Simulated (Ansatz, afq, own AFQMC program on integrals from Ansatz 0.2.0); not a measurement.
# SiH₃+ (triplet): quantum Monte Carlo beside coupled cluster at scale of all distances = 1.115, cc-pVDZ, part 2 of 2

Ansatz 0.2.0, Gaussian basis, and an in-house AFQMC program (afq) on its integrals; all values are calculated; cc-pVDZ, frozen cores. Earlier steps stand in the parts before.

### Step 14. Phaseless AFQMC, CISD trial on UHF

It reads the integrals that the CCSD(T) run on this determinant wrote.

Started as:

```
afq ham --method phaseless --trial cisd --walkers 4000 --populations 20 --least-time 60 --time-step 0.005 --steps-per-block 50 --equilibration-blocks 28 --max-blocks 4000 --target-error 0.00015 --factor-cut 1e-05 --start spin_pure --seed 4194 --release-times 0.24,0.51,0.99,1.62,2.4 --release-step 0.03 --release-every 3 --taylor-order 6
```

Standard output:

```text
orbitals 28  electrons 4 2  factors 197 of 315
reference energy -290.22825548 Eh
CCSD correlation -0.10411253 Eh in 12 cycles, weight of the determinant in the CISD state 0.9201
energy of the start -290.332156 Eh
 block  time / (1/Eh)  mean weight  energy / Eh
     1     0.250  1.0000  -290.331772
     2     0.500  0.9999  -290.332093
     3     0.750  0.9998  -290.332619
     4     1.000  1.0000  -290.333109
     5     1.250  0.9999  -290.333513
     6     1.500  1.0000  -290.333924
     7     1.750  0.9999  -290.334154
     8     2.000  0.9999  -290.334454
     9     2.250  1.0001  -290.334618
    10     2.500  1.0001  -290.334852
    11     2.750  0.9999  -290.334756
    12     3.000  1.0001  -290.334898
    13     3.250  1.0002  -290.335099
    14     3.500  1.0000  -290.335103
    15     3.750  0.9997  -290.335092
    16     4.000  0.9997  -290.335029
    17     4.250  1.0001  -290.335143
    18     4.500  1.0001  -290.335213
    19     4.750  1.0002  -290.335148
    20     5.000  1.0000  -290.335064
    21     5.250  0.9998  -290.335267
    22     5.500  1.0000  -290.335548
    23     5.750  1.0001  -290.335199
    24     6.000  0.9997  -290.335273
    25     6.250  0.9999  -290.335328
    26     6.500  1.0000  -290.335336
    27     6.750  1.0002  -290.335372
    28     7.000  0.9999  -290.335465
    29     7.250  0.9999  -290.335443
    30     7.500  1.0001  -290.335397
    31     7.750  1.0002  -290.335364
    32     8.000  1.0000  -290.335160
    33     8.250  1.0003  -290.335332
    34     8.500  0.9998  -290.335389
    35     8.750  0.9999  -290.335430
    36     9.000  1.0000  -290.335413
    37     9.250  0.9999  -290.335365
    38     9.500  0.9999  -290.335294
    39     9.750  0.9999  -290.335408
    40    10.000  1.0000  -290.335453
    41    10.250  0.9999  -290.335565
    42    10.500  1.0000  -290.335492
    43    10.750  0.9999  -290.335567
    44    11.000  0.9999  -290.335298
    45    11.250  1.0000  -290.335275
    46    11.500  0.9998  -290.335279
    47    11.750  1.0000  -290.335453
    48    12.000  0.9998  -290.335496
    49    12.250  1.0000  -290.335453
    50    12.500  1.0001  -290.335507
    51    12.750  0.9999  -290.335461
    52    13.000  0.9999  -290.335237
    53    13.250  1.0000  -290.335579
    54    13.500  1.0000  -290.335065
    55    13.750  0.9998  -290.335556
    56    14.000  0.9999  -290.335445
    57    14.250  1.0001  -290.335325
    58    14.500  1.0000  -290.335434
    59    14.750  1.0000  -290.335311
    60    15.000  1.0001  -290.335600
    61    15.250  0.9999  -290.335567
    62    15.500  1.0001  -290.335793
    63    15.750  1.0001  -290.335653
    64    16.000  0.9998  -290.335741
    65    16.250  1.0000  -290.335671
    66    16.500  1.0002  -290.335524
    67    16.750  1.0000  -290.335618
    68    17.000  1.0000  -290.335413
    69    17.250  1.0001  -290.335469
    70    17.500  1.0000  -290.335330
    71    17.750  1.0001  -290.335229
    72    18.000  1.0002  -290.335236
    73    18.250  0.9999  -290.335334
    74    18.500  1.0000  -290.335238
    75    18.750  1.0001  -290.335277
    76    19.000  0.9998  -290.335461
    77    19.250  0.9999  -290.335389
    78    19.500  1.0001  -290.335457
error from the spread of 20 populations
released: time / (1/Eh)  energy / Eh  error  mean overlap
  0.24  -290.335521  0.000045  0.9982
  0.51  -290.335555  0.000044  0.9983
  0.99  -290.335567  0.000027  1.0008
  1.62  -290.335630  0.000030  1.0022
  2.40  -290.335639  0.000039  1.0060
energy -290.335425 +/- 0.000050 Eh
```

It took 24 s on 1 × NVIDIA H100 80GB HBM3 with 2 threads of AMD EPYC 7R13 (Zen 3), shared host; peak host memory 1.6 GiB.

Energy -7900.4294 ± 0.0014 eV. Caveats: constraint bias not in the error.

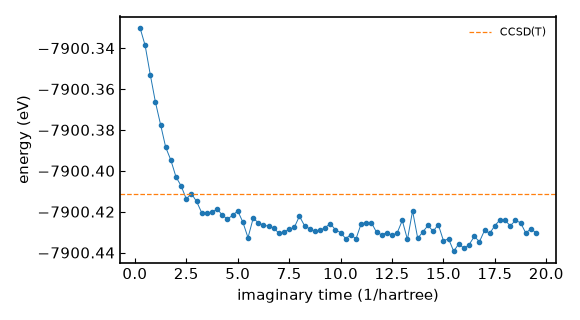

Block energies along the walk.

### Step 15. Phaseless AFQMC, single-determinant trial on UHF

It reads the integrals that the CCSD(T) run on this determinant wrote.

Started as:

```
afq ham --method phaseless --trial hf --walkers 4000 --populations 20 --least-time 40 --time-step 0.005 --steps-per-block 20 --equilibration-blocks 112 --max-blocks 4000 --target-error 0.0007499999999999999 --factor-cut 1e-05 --start spin_pure --seed 3595 --taylor-order 6
```

Standard output:

```text
orbitals 28  electrons 4 2  factors 197 of 315
reference energy -290.22825548 Eh
CCSD correlation -0.10411253 Eh in 12 cycles, weight of the determinant in the CISD state 0.9201
energy of the start -290.228610 Eh
 block  time / (1/Eh)  mean weight  energy / Eh
     1     0.100  1.0003  -290.244768
     2     0.200  1.0005  -290.257913
     3     0.300  1.0005  -290.268470
     4     0.400  1.0005  -290.277906
     5     0.500  1.0004  -290.284704
     6     0.600  1.0005  -290.291320
     7     0.700  1.0002  -290.296846
     8     0.800  1.0001  -290.300855
     9     0.900  1.0004  -290.305585
    10     1.000  1.0003  -290.308535
    13     1.300  1.0002  -290.315134
    17     1.700  1.0000  -290.322303
    21     2.100  1.0000  -290.325907
    25     2.500  0.9999  -290.329201
    29     2.900  0.9999  -290.331965
    33     3.300  1.0001  -290.334677
    37     3.700  0.9999  -290.334038
    41     4.100  0.9999  -290.335925
    45     4.500  0.9999  -290.336691
    49     4.900  0.9999  -290.335007
    53     5.300  1.0001  -290.335790
    57     5.700  1.0001  -290.334334
    61     6.100  1.0000  -290.335936
    65     6.500  1.0000  -290.336582
    69     6.900  1.0000  -290.337814
    73     7.300  0.9999  -290.336978
    77     7.700  1.0002  -290.337074
    81     8.100  0.9998  -290.336430
    85     8.500  0.9999  -290.335633
    89     8.900  0.9998  -290.334568
    93     9.300  0.9999  -290.335475
    97     9.700  0.9998  -290.335024
   101    10.100  1.0001  -290.336480
   105    10.500  0.9999  -290.335947
   109    10.900  1.0001  -290.334577
   113    11.300  0.9998  -290.332920
   117    11.700  0.9999  -290.335023
   121    12.100  1.0002  -290.336246
   125    12.500  0.9997  -290.333662
   129    12.900  0.9999  -290.334634
   133    13.300  0.9999  -290.335315
   137    13.700  1.0001  -290.335103
   141    14.100  0.9998  -290.334913
   145    14.500  1.0003  -290.336186
   149    14.900  1.0000  -290.335594
   153    15.300  0.9999  -290.334722
   157    15.700  0.9998  -290.335825
   161    16.100  1.0001  -290.333552
   165    16.500  1.0000  -290.333541
   169    16.900  0.9999  -290.334406
   173    17.300  1.0002  -290.335450
   177    17.700  1.0000  -290.338477
   181    18.100  1.0000  -290.334103
   185    18.500  0.9999  -290.334233
   189    18.900  1.0000  -290.335175
error from the spread of 20 populations
energy -290.335077 +/- 0.000471 Eh
```

Wall time 21 s (1 × NVIDIA H100 80GB HBM3 with 2 threads of AMD EPYC 7R13 (Zen 3), shared host); peak host memory 1.6 GiB.

Energy -7900.4199 ± 0.0128 eV. Caveats: constraint bias not in the error.

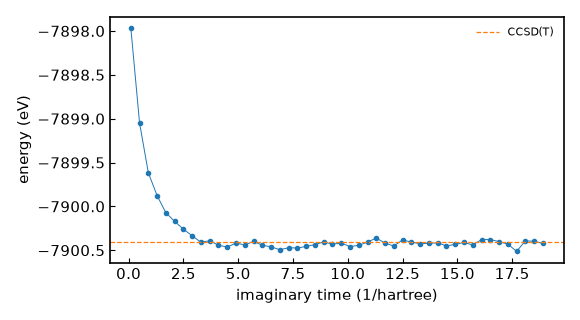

Block energies along the walk.

### Step 16. AFQMC on the ladder

The full CI on restricted orbitals is not used as the yardstick for these unrestricted rows.

On the UHF determinant, counted from CCSDTQ (a yardstick, not exact):

```
                                                              level  energy (eV)  from CCSDTQ (kJ/mol)  statistical error (kJ/mol)  time
                                                                 HF   -7897.5132                +282.1                                  
                                                                MP2   -7899.6196                 +78.9                                  
                                                               CCSD   -7900.3462                  +8.7                                  
                                                            CCSD(T)   -7900.4111                  +2.5                                  
                                                           CCSDT(Q)   -7900.4365                   0.0                                  
                                                             CCSDTQ   -7900.4369                   0.0                                  
              Phaseless AFQMC, CISD trial, step 0.005, 4000 walkers   -7900.4294                  +0.7                         0.1  24 s
Phaseless AFQMC, single-determinant trial, step 0.005, 4000 walkers   -7900.4199                  +1.6                         1.2  21 s
```

The functionals' totals stand on their own zeros and serve differences with other points: PBE -7909.135 eV; r2SCAN -7912.518 eV; PBE0 -7909.851 eV; B3LYP -7913.860 eV; wB97M-V -7912.141 eV; B2PLYP -7909.595 eV.

### Step 17. Results

What follows sums up all 2 parts.

| quantity | value |
| --- | --- |
| CCSD(T) on UHF from CCSDTQ | +2.5 kJ/mol |
| Phaseless AFQMC, CISD trial on UHF from CCSDTQ | +0.7 ± 0.1 kJ/mol |
| Phaseless AFQMC, single-determinant trial on UHF from CCSDTQ | +1.6 ± 1.2 kJ/mol |

What this shows: On UHF the phaseless walk with the CISD trial lies +0.7 kJ/mol from CCSDTQ, 6 times its error bar. Error bars are statistical and leave out the constraint, the time step and what remains of the start.
